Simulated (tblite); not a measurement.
Run report: C4H5AlCl2, geometry relaxation (part 1 of 2)

The run: geometry relaxation of C4H5AlCl2, SMILES CC=C=[CH][Al]([Cl])[Cl]. Method and program: GFN2-xTB geometry optimisation, gas phase (tblite 0.8.0).

It belongs to a series of runs on one base structure; here: B replaced by Al.

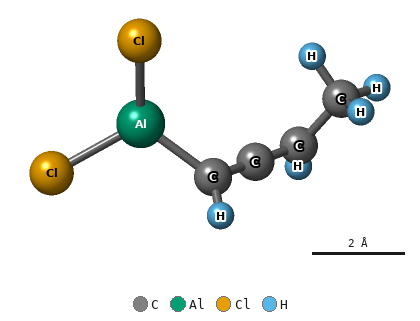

**Figure 1.** The starting structure (ball-and-stick view, seen at a tilt). Sticks mark near contacts. Bond lengths as drawn: Al–C 1.96 Å, Al–Cl 2.23 Å, C–C 1.30 to 1.47 Å and C–H 1.04 to 1.13 Å.

Input:
```
{"job": {"kind": "relax", "xc": "GFN2-xTB", "basis": "xTB"}, "charge": 0, "multiplicity": 1}
C     -1.993700     0.747500    -0.348100
C     -1.368000    -0.584000    -0.278300
C     -0.063600    -0.593500    -0.425700
C      1.226600    -0.570200    -0.580600
Al     2.232200    -0.229000     1.070800
Cl     2.678000     1.879700     1.646100
Cl     3.902900    -1.656900     1.453200
H     -1.686900     1.300800    -1.274000
H     -1.603200     1.290700     0.562800
H     -3.090300     0.680300    -0.225100
H     -1.838000    -1.513000    -0.094400
H      1.605200    -0.753100    -1.532600
```

The first line tells a small driver script what to run in tblite; the rest is the geometry in Å.

Machine: 1 CPU thread, shared host.

Launch command:
```bash
OMP_NUM_THREADS=1 python <driver script> task.json out
```

The program's output:
```
step      E/eV     max force
  0    -579.77250    3.059
  1    -580.11055    2.486
  2    -580.41093    3.310
  3    -580.50389    3.053
  4    -580.60491    1.044
  5    -580.65310    0.818
  6    -580.69893    0.899
  7    -580.72399    0.684
  8    -580.73735    0.244
  9    -580.74428    0.229
 10    -580.74920    0.277
 11    -580.75211    0.212
 12    -580.75438    0.131
 13    -580.75714    0.204
 14    -580.76094    0.222
 15    -580.76536    0.248
 16    -580.76965    0.237
 17    -580.77353    0.245
 18    -580.77738    0.221
 19    -580.78188    0.223
 20    -580.78693    0.215
 21    -580.79121    0.166
 22    -580.79388    0.160
 23    -580.79575    0.151
 24    -580.79747    0.112
 25    -580.79933    0.135
 26    -580.80152    0.153
 27    -580.80371    0.166
 28    -580.80570    0.140
 29    -580.80762    0.122
 30    -580.80996    0.157
 31    -580.81317    0.218
 32    -580.81713    0.208
 33    -580.82126    0.173
 34    -580.82517    0.175
 35    -580.82907    0.239
 36    -580.83287    0.242
 37    -580.83584    0.141
 38    -580.83787    0.136
 39    -580.83934    0.237
 40    -580.84138    0.241
 41    -580.84408    0.193
 42    -580.84979    0.140
 43    -580.85219    0.166
 44    -580.85781    0.243
 45    -580.86437    0.300
 46    -580.87620    0.336
 47    -580.88559    0.358
 48    -580.89531    0.348
 49    -580.90801    0.203
 50    -580.91451    0.160
 51    -580.91857    0.146
 52    -580.92190    0.172
 53    -580.92610    0.267
 54    -580.93065    0.173
 55    -580.93348    0.156
 56    -580.93577    0.181
 57    -580.93956    0.160
 58    -580.94948    0.184
 59    -580.95339    0.179
 60    -580.95613    0.121
 61    -580.95757    0.128
 62    -580.95923    0.134
 63    -580.96286    0.125
 64    -580.96527    0.156
 65    -580.96821    0.173
 66    -580.97091    0.149
 67    -580.97438    0.171
 68    -580.97756    0.195
 69    -580.97992    0.243
 70    -580.98175    0.191
 71    -580.98341    0.122
 72    -580.98502    0.136
 73    -580.98730    0.120
 74    -580.98885    0.072
 75    -580.98977    0.066
 76    -580.99037    0.064
 77    -580.99104    0.069
 78    -580.99183    0.086
 79    -580.99244    0.055
 80    -580.99273    0.038
 81    -580.99283    0.027
 82    -580.99291    0.028
 83    -580.99300    0.026
 84    -580.99308    0.018
 85    -580.99313    0.017
 86    -580.99317    0.019
 87    -580.99321    0.025
 88    -580.99327    0.025
 89    -580.99335    0.022
 90    -580.99339    0.011
 91    -580.99341    0.005
```

Trajectory as extended XYZ (Å, eV, eV/Å), 18 of the 92 frames kept, from step=0 to step=91:
```
12
Properties=species:S:1:pos:R:3:forces:R:3 step=0 energy=-579.77250
C    -1.9937    0.7475   -0.3481   -0.6670   1.2410   0.8170
C    -1.3680   -0.5840   -0.2783    2.0570  -0.0520  -0.5060
C    -0.0636   -0.5935   -0.4257   -0.8360  -0.5230  -0.0880
C     1.2266   -0.5702   -0.5806   -0.9510   0.1010   1.4360
Al    2.2322   -0.2290    1.0708    2.9360   0.8390   0.1910
Cl    2.6780    1.8797    1.6461   -0.6210  -1.9400  -0.2430
Cl    3.9029   -1.6569    1.4532   -1.5740   1.1850  -0.0430
H    -1.6869    1.3008   -1.2740   -0.5030  -0.4450   0.9180
H    -1.6032    1.2907    0.5628   -0.4860  -0.0340  -1.0140
H    -3.0903    0.6803   -0.2251    0.5430   0.1850  -0.3980
H    -1.8380   -1.5130   -0.0944   -0.7590  -0.3770   0.1820
H     1.6052   -0.7531   -1.5326    0.8600  -0.1800  -1.2520
12
Properties=species:S:1:pos:R:3:forces:R:3 step=5 energy=-580.65310
C    -2.0089    0.7541   -0.3195   -0.0340   0.2140   0.1300
C    -1.3468   -0.5905   -0.2914    0.4620  -0.1150   0.0200
C    -0.0545   -0.6372   -0.4385   -0.3770  -0.1430   0.0730
C     1.2364   -0.5765   -0.5377    0.1710  -0.0410   0.0910
Al    2.4280   -0.1707    1.0192    0.2150   0.0280  -0.7890
Cl    2.6297    1.7502    1.6425   -0.1330   0.0100   0.2030
Cl    3.8046   -1.5880    1.4655    0.0670  -0.1350   0.2350
H    -1.7251    1.2891   -1.2269   -0.1380   0.0080   0.0600
H    -1.6281    1.3262    0.5346   -0.2140   0.0510  -0.1380
H    -3.0901    0.6914   -0.2513    0.0020  -0.0590  -0.0440
H    -1.8885   -1.5007   -0.0880   -0.2220   0.1310   0.0110
H     1.6444   -0.7480   -1.5346    0.2010   0.0520   0.1500
12
Properties=species:S:1:pos:R:3:forces:R:3 step=11 energy=-580.75211
C    -2.0153    0.7615   -0.3144   -0.0120  -0.0340  -0.0050
C    -1.3391   -0.5843   -0.2735    0.0230  -0.0140   0.0080
C    -0.0535   -0.6670   -0.4308    0.1950   0.0590  -0.0590
C     1.2416   -0.5926   -0.5418    0.0340   0.0040  -0.0360
Al    2.5256   -0.1518    0.8989   -0.0210  -0.0480   0.0460
Cl    2.5942    1.7272    1.6824   -0.0080  -0.0720   0.0090
Cl    3.8098   -1.6030    1.5159    0.0650   0.0280   0.0300
H    -1.7533    1.2961   -1.2240   -0.0130   0.0320  -0.0490
H    -1.6699    1.3550    0.5301   -0.0480   0.0790   0.0390
H    -3.0929    0.6671   -0.2586   -0.0880  -0.0610  -0.0100
H    -1.9350   -1.4653   -0.0840   -0.0180   0.0700   0.0460
H     1.6890   -0.7436   -1.5264   -0.1090  -0.0430  -0.0180
12
Properties=species:S:1:pos:R:3:forces:R:3 step=16 energy=-580.76965
C    -2.0289    0.7681   -0.3185   -0.0110   0.0120   0.0060
C    -1.3142   -0.5608   -0.2621   -0.0080   0.1100  -0.0090
C    -0.0282   -0.6428   -0.4388   -0.1270   0.0220   0.1150
C     1.2681   -0.5963   -0.5660   -0.0490  -0.0340  -0.0130
Al    2.5462   -0.1805    0.9013   -0.0490  -0.0560  -0.0830
Cl    2.5796    1.6916    1.7050   -0.0200  -0.0680   0.0130
Cl    3.8577   -1.5967    1.5495    0.0030   0.0440  -0.0090
H    -1.7752    1.3040   -1.2345   -0.0780  -0.0180   0.0880
H    -1.7220    1.3857    0.5292   -0.0480  -0.0210  -0.0840
H    -3.1063    0.6203   -0.2668    0.0880   0.0440  -0.0670
H    -1.9390   -1.4210   -0.0572    0.2350  -0.0190   0.0240
H     1.6634   -0.7723   -1.5672    0.0650  -0.0150   0.0190
12
Properties=species:S:1:pos:R:3:forces:R:3 step=21 energy=-580.79121
C    -2.0568    0.7841   -0.3241   -0.0620   0.0630  -0.0270
C    -1.2861   -0.4999   -0.2437    0.0310  -0.0710   0.0510
C    -0.0041   -0.5894   -0.4189    0.0510   0.1010  -0.1210
C     1.2854   -0.6169   -0.6014    0.0680  -0.0210   0.0610
Al    2.5537   -0.2402    0.8754    0.0530   0.0330   0.0060
Cl    2.5486    1.6062    1.7390   -0.0570  -0.0030   0.0170
Cl    3.9234   -1.5679    1.5867   -0.0110  -0.0320  -0.0620
H    -1.8281    1.3226   -1.2383    0.0580   0.0580  -0.0950
H    -1.8079    1.4331    0.5137   -0.0150   0.0070   0.0490
H    -3.1192    0.5725   -0.3039   -0.1160   0.0420   0.0220
H    -1.8551   -1.3831   -0.0024   -0.0220  -0.1230   0.0740
H     1.6474   -0.8217   -1.6083    0.0210  -0.0540   0.0240
12
Properties=species:S:1:pos:R:3:forces:R:3 step=27 energy=-580.80371
C    -2.0799    0.7906   -0.3332    0.0210  -0.0260   0.0170
C    -1.2725   -0.4775   -0.2286   -0.0820   0.0360  -0.0330
C     0.0068   -0.5390   -0.4444    0.1330  -0.0850   0.0520
C     1.2993   -0.6297   -0.6043   -0.1080   0.0380  -0.0740
Al    2.5746   -0.2505    0.8663   -0.0350   0.0230   0.0330
Cl    2.5075    1.5766    1.7653   -0.0310   0.0080   0.0210
Cl    3.9503   -1.5753    1.5703    0.0000  -0.0140  -0.0840
H    -1.8375    1.3330   -1.2446    0.0040  -0.0120  -0.0250
H    -1.8561    1.4453    0.5072    0.0200   0.0270   0.0620
H    -3.1450    0.5787   -0.3193    0.0040  -0.0630  -0.0460
H    -1.8038   -1.3830    0.0459    0.0390   0.1170   0.0100
H     1.6576   -0.8698   -1.6067    0.0340  -0.0490   0.0670
12
Properties=species:S:1:pos:R:3:forces:R:3 step=32 energy=-580.81713
C    -2.1069    0.8046   -0.3417    0.0490   0.0410  -0.0740
C    -1.2458   -0.4201   -0.2227    0.1380  -0.0360   0.0940
C     0.0320   -0.4949   -0.4591   -0.2000   0.0550   0.0100
C     1.3159   -0.6271   -0.6265    0.1710  -0.0660   0.0890
Al    2.5800   -0.2623    0.8677   -0.0420   0.0190  -0.0390
Cl    2.4263    1.5311    1.8220   -0.0100  -0.0330   0.0400
Cl    3.9960   -1.5885    1.4969   -0.0550   0.0640  -0.0960
H    -1.8563    1.3418   -1.2539   -0.0190   0.1100   0.0280
H    -1.9347    1.4685    0.5102   -0.0290  -0.0590  -0.1020
H    -3.1649    0.5445   -0.3676    0.1330  -0.0400   0.0070
H    -1.7236   -1.3194    0.1373   -0.1290  -0.0590   0.0610
H     1.6832   -0.9788   -1.5885   -0.0070   0.0030  -0.0200
12
Properties=species:S:1:pos:R:3:forces:R:3 step=37 energy=-580.83584
C    -2.1029    0.8146   -0.3665    0.0000  -0.0330   0.0180
C    -1.2146   -0.3848   -0.1919   -0.1000  -0.0060  -0.0080
C     0.0522   -0.4747   -0.4662    0.1020  -0.0970  -0.0090
C     1.3369   -0.6406   -0.6268   -0.1190  -0.0630  -0.0370
Al    2.5689   -0.2413    0.8624    0.0070   0.0370   0.0110
Cl    2.3409    1.4936    1.8951    0.0020  -0.0070   0.0690
Cl    4.0069   -1.5871    1.3638    0.0640   0.0250  -0.0130
H    -1.8637    1.3856   -1.2600    0.0960  -0.0360  -0.0100
H    -1.9971    1.4734    0.4953    0.0010   0.0380   0.0130
H    -3.1401    0.4951   -0.4188   -0.0350   0.0230  -0.0500
H    -1.7012   -1.2558    0.2378    0.0790   0.0600   0.0090
H     1.7150   -1.0789   -1.5503   -0.0950   0.0600   0.0080
12
Properties=species:S:1:pos:R:3:forces:R:3 step=43 energy=-580.85219
C    -2.1114    0.8287   -0.3912    0.0460  -0.0620  -0.0050
C    -1.1885   -0.3322   -0.1598   -0.0430  -0.0200   0.0910
C     0.0644   -0.4662   -0.4759    0.0390   0.0750   0.0660
C     1.3404   -0.6837   -0.6308   -0.1030   0.1200  -0.0490
Al    2.5675   -0.2294    0.8520   -0.0350  -0.0340  -0.0230
Cl    2.2459    1.4086    2.0141    0.0130  -0.0620  -0.0070
Cl    4.0708   -1.5448    1.2313    0.0860   0.0600   0.0060
H    -1.8278    1.4043   -1.2689    0.0330  -0.0310   0.0060
H    -2.0936    1.4956    0.4738    0.0020  -0.0450  -0.0330
H    -3.1290    0.4574   -0.5103    0.0460   0.0930  -0.0580
H    -1.6221   -1.1670    0.3766   -0.1350  -0.0380   0.0300
H     1.6845   -1.1721   -1.5368    0.0520  -0.0570  -0.0250
12
Properties=species:S:1:pos:R:3:forces:R:3 step=48 energy=-580.89531
C    -2.0410    0.8306   -0.4443   -0.1170  -0.0230  -0.1770
C    -1.2263   -0.3428   -0.0072   -0.1470  -0.1150  -0.1120
C     0.0047   -0.5369   -0.3588    0.2720  -0.1650  -0.0250
C     1.2653   -0.6940   -0.6528    0.0170   0.0240  -0.0600
Al    2.5315   -0.2116    0.7863    0.1080  -0.1450  -0.0350
Cl    2.1832    1.1627    2.2381   -0.1420   0.1010   0.0060
Cl    4.2582   -1.2647    1.0205    0.0900  -0.0220  -0.1020
H    -1.5794    1.3605   -1.2775    0.0830   0.0320   0.2340
H    -2.1778    1.4864    0.4049   -0.0360   0.3370   0.0770
H    -3.0207    0.4963   -0.7686   -0.1770  -0.0600  -0.0280
H    -1.7373   -1.0735    0.6071    0.0360   0.0050  -0.0050
H     1.5408   -1.2136   -1.5737    0.0140   0.0310   0.2280
```
